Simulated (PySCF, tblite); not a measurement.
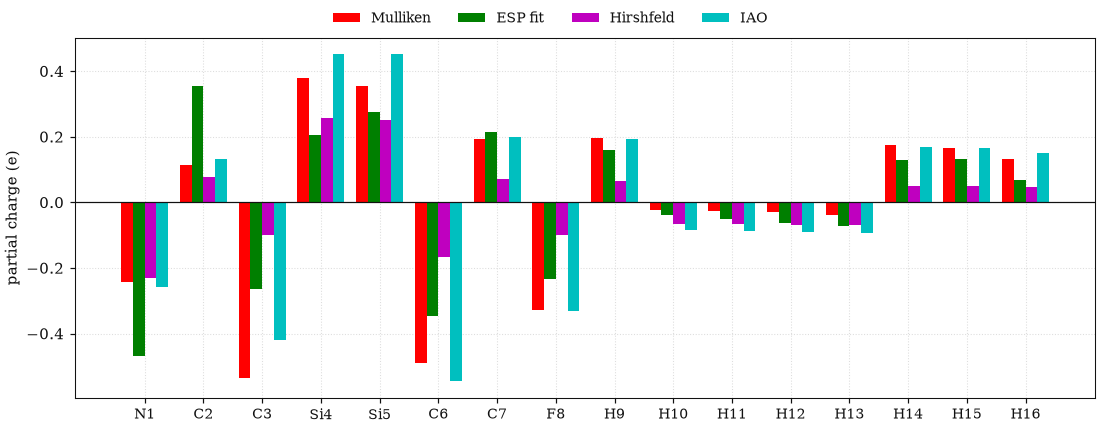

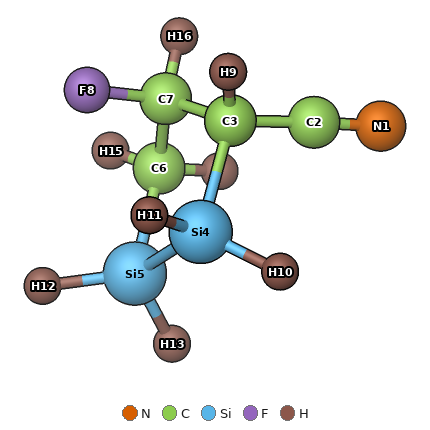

Atomic charges of C₄H₈FNSi₂, SMILES N#C[C@@H]1[SiH2][SiH2]C[C@H]1F by 4 schemes, PBE0/pcSseg-1, PySCF, at a GFN2-xTB geometry (a minimum by its frequencies).

Q: On which atom do the schemes disagree most?

A: On C3: Mulliken −0.53, ESP fit −0.27, Hirshfeld −0.10, IAO −0.42 e.

Q: Which scheme gives the smallest charges overall?

A: Hirshfeld: mean absolute charge Hirshfeld 0.11, ESP fit 0.19, Mulliken 0.21, IAO 0.24 e.

Caveats: the tight-binding geometry is rougher than a DFT one and adds to the error; one conformer of a flexible molecule.
